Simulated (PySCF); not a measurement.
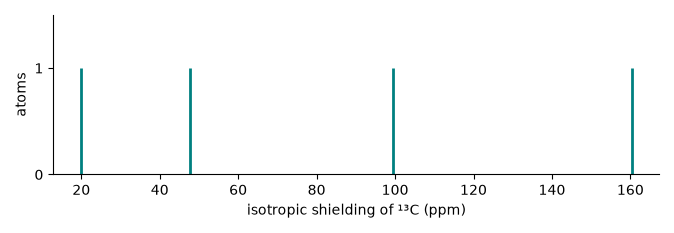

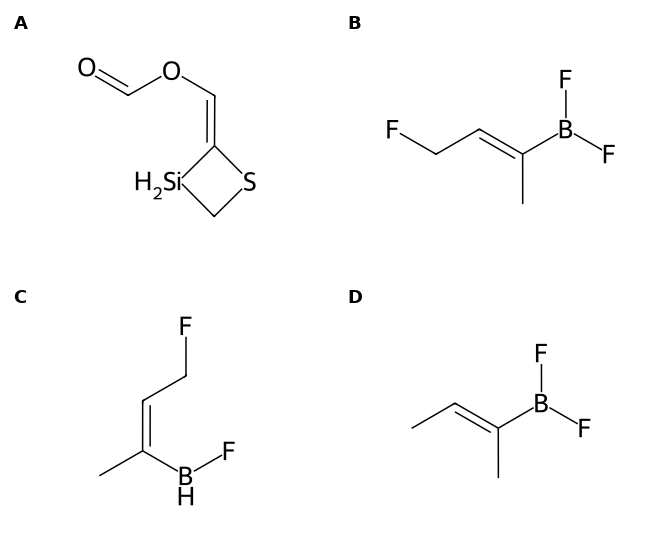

The sticks are computed shieldings of one of the molecules, for one fixed geometry (GFN2-xTB) without averaging over rotations. Low shielding means a high chemical shift. Method: GIAO PBE0/pcSseg-1 NMR shielding, non-relativistic, gas phase (PySCF 2.14.0).

Match the spectrum to a structure.

C, `C/C(BF)=C/CF`. Its 4 C atoms give lines at 19.9, 47.7, 99.5, 160.4 ppm.

The geometry is semi-empirical. Around B, Si such bond lengths and angles can be off by a tenth of an ångström or more and by several degrees, and values that hang on the shape move with them.
